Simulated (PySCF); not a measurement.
# triplet InF at 3 levels

Wanted: a comparison of 3 runs (U-revPBE/def2-TZVPP, UBLYP/def2-TZVPP, UPBE/def2-TZVPP) of triplet InF. 

The calculation is run with PySCF 2.14.0.

4 further runs of the same task are left out: 4 set aside as unsound or not needed.

## 1. Starting point

InF has 2 atoms, charge 0, and is taken as a triplet. As SMILES of the parent species, `[F][In]`. The coordinates come from a PBE0-D4/def2-TZVP relaxation. That shape belongs to the parent species and isn't relaxed for this state.

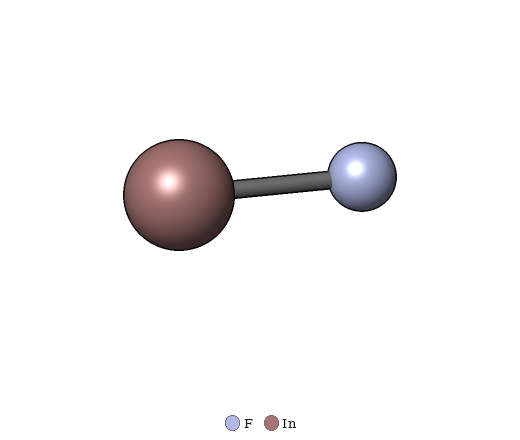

Viewed from a chosen angle; fluorine light blue, indium brown.

## 2. A single-point energy at U-revPBE/def2-TZVPP (core potential) (run 1)

File calc.py:

```python
from pyscf import gto, dft

system = gto.M(
    atom='''
F        0.000000       0.000000       0.015910
In       0.000000       0.000000       2.009580
''',
    basis='def2-tzvpp',
    verbose=4,
    ecp={'In': 'def2-svp'},
    spin=2,
    charge=0,
    max_memory=1860,
)

mf = dft.UKS(system)
mf.xc = 'revpbe'
mf.conv_tol = 1e-10
mf.grids.level = 5
mf.kernel()
if not mf.converged:
    mf = mf.newton().run(mf.mo_coeff, mf.mo_occ)

e_tot = mf.e_tot
print(f'total energy: {e_tot:.8f} hartree')
```

On the command line:

```bash
$ OMP_NUM_THREADS=1 python calc.py
```

What it wrote:

```text
PySCF version 2.14.0

[INPUT] num. atoms = 2
[INPUT] num. electrons = 30
[INPUT] charge = 0
[INPUT] spin (= nelec alpha-beta = 2S) = 2
[INPUT] symmetry False subgroup None
[INPUT] Mole.unit = angstrom
[INPUT] Symbol           X                Y                Z      unit          X                Y                Z       unit  Magmom
[INPUT]  1 F      0.000000000000   0.000000000000   0.015910000000 AA    0.000000000000   0.000000000000   0.030065542642 Bohr   0.0
[INPUT]  2 In     0.000000000000   0.000000000000   2.009580000000 AA    0.000000000000   0.000000000000   3.797555825403 Bohr   0.0

nuclear repulsion = 50.1660218912257
number of shells = 27
number of NR pGTOs = 137
number of NR cGTOs = 81
basis = def2-tzvpp
ecp = {'In': 'def2-svp'}

[... 34 lines left out ...]
[... the frontier-level lines of each cycle are left out ...]
[... 9 lines left out ...]
[... 11 lines left out ...]
[... 11 lines left out ...]
[... 11 lines left out ...]
[... 11 lines left out ...]
[... 1 line left out ...]
cycle= 10 E= -289.969836645086  delta_E= -1.09e-09  |g|= 2.78e-05  |ddm|= 8.4e-05


cycle= 11 E= -289.969836645413  delta_E= -3.27e-10  |g|= 8.42e-06  |ddm|= 4.74e-05


cycle= 12 E= -289.969836645445  delta_E= -3.16e-11  |g|= 7.39e-07  |ddm|= 1.4e-05


Extra cycle  E= -289.96983664544  delta_E= 4.83e-12  |g|= 2.76e-06  |ddm|= 4.94e-06
converged SCF energy = -289.96983664544  <S^2> = 2.0024667  2S+1 = 3.001644
total energy: -289.96983665 hartree
```

Run time: 12 s. Hardware: 1 thread of Arm Neoverse V1, shared host; peak memory 0.38 GiB.

## 3. The energy at UBLYP/def2-TZVPP (core potential) (run 2)

File job.py:

```python
from pyscf import gto, dft

system = gto.Mole()
system.atom = '''
F    0.000000   0.000000   0.015910
In   0.000000   0.000000   2.009580
'''
system.ecp = {'In': 'def2-svp'}
system.verbose = 3
system.max_memory = 1860
system.spin = 2
system.basis = 'def2-tzvpp'
system.build()

ks = dft.UKS(system, xc='blyp')
ks.conv_tol = 1e-10
ks.grids.level = 5
ks.kernel()
if not ks.converged:
    ks = ks.newton().run(ks.mo_coeff, ks.mo_occ)

etot = ks.e_tot
print('E = %.10f Eh' % etot)
```

On the command line:

```bash
$ OMP_NUM_THREADS=1 python job.py
```

What it wrote:

```text
WARN: HOMO -0.488296617188409 >= LUMO -0.719096168245793

WARN: HOMO -0.00848586054239362 >= LUMO -0.0939516848806043

WARN: HOMO -0.0945001952337883 >= LUMO -0.235043838985955

WARN: HOMO -0.102452441317931 >= LUMO -0.257670396476573

WARN: HOMO -0.108589689718816 >= LUMO -0.24900744167012

WARN: HOMO -0.107675052317356 >= LUMO -0.250287875408887

WARN: HOMO -0.110434411533643 >= LUMO -0.252804162626695

WARN: HOMO -0.11032454023186 >= LUMO -0.252649812331455

WARN: HOMO -0.110225535603847 >= LUMO -0.252599831885583

WARN: HOMO -0.110232583972973 >= LUMO -0.252595625526915

WARN: HOMO -0.110237589164275 >= LUMO -0.252599944430759

WARN: HOMO -0.110237694877978 >= LUMO -0.252600347306693

WARN: HOMO -0.110237595567673 >= LUMO -0.252600181059545

converged SCF energy = -289.903512096602  <S^2> = 2.0018189  2S+1 = 3.0012124
E = -289.9035120966 Eh
```

It took 11 s on 1 thread of Arm Neoverse V1, shared host; peak memory 0.38 GiB.

## 4. A single-point energy at UPBE/def2-TZVPP (core potential) (run 3)

File calc.py:

```python
from pyscf import gto, dft

molecule = gto.Mole()
molecule.atom = '''
F      0.000000     0.000000     0.030066
In     0.000000     0.000000     3.797556
'''
molecule.basis = 'def2-tzvpp'
molecule.spin = 2
molecule.max_memory = 1860
molecule.unit = 'bohr'
molecule.verbose = 3
molecule.ecp = {'In': 'def2-svp'}
molecule.build()

mf = dft.UKS(molecule)
mf.xc = 'pbe'
mf.conv_tol = 1e-10
mf.grids.level = 5
mf.kernel()
if not mf.converged:
    mf = mf.newton().run(mf.mo_coeff, mf.mo_occ)

energy = mf.e_tot
print('Final energy', energy)
```

On the command line:

```bash
$ OMP_NUM_THREADS=1 python calc.py
```

What it wrote:

```text
WARN: HOMO -0.492403518490864 >= LUMO -0.721189667661634

WARN: HOMO -0.0144732574632417 >= LUMO -0.0865058120848019

WARN: HOMO -0.102107702675357 >= LUMO -0.229578308692531

WARN: HOMO -0.112592790868323 >= LUMO -0.255504746889887

WARN: HOMO -0.119214460275039 >= LUMO -0.246873319133623

WARN: HOMO -0.117914477421555 >= LUMO -0.247206027940027

WARN: HOMO -0.118738244474997 >= LUMO -0.247896584934008

WARN: HOMO -0.118772167069927 >= LUMO -0.247810652156968

WARN: HOMO -0.118768383333867 >= LUMO -0.247763243377861

WARN: HOMO -0.118774211279399 >= LUMO -0.247770280158115

WARN: HOMO -0.118775226514596 >= LUMO -0.247770204728909

WARN: HOMO -0.118774981366219 >= LUMO -0.247770263698605

WARN: HOMO -0.118774947382666 >= LUMO -0.247770347568931

converged SCF energy = -289.857276124379  <S^2> = 2.0021741  2S+1 = 3.0014491
Final energy -289.85727612437853
```

It took 11 s on 1 thread of Arm Neoverse V1, shared host; peak memory 0.39 GiB.

## 5. Overview of the runs

```
run                                 level  energy (Eh)  dipole moment (D)  HOMO energy (eV)   ⟨S²⟩  wall time
  1  U-revPBE/def2-TZVPP (core potential)  -289.969837               2.45             -3.21  2.002       12 s
  2     UBLYP/def2-TZVPP (core potential)  -289.903512               2.44             -3.00  2.002       11 s
  3      UPBE/def2-TZVPP (core potential)  -289.857276               2.46             -3.23  2.002       11 s
```

## 6. Summary of results

```
                                 quantity          value
                      run 3: total energy  -289.85728 Eh
                     run 3: dipole moment         2.46 D
run 3: HOMO energy (highest over α and β)       -3.23 eV
                              run 3: ⟨S²⟩          2.002
```

The dipole moment (its size) runs from 2.44 D (UBLYP/def2-TZVPP) to 2.46 D (UPBE/def2-TZVPP). Totals of different functionals can't be ranked against each other. All runs together took 35 s, the longest 12 s.
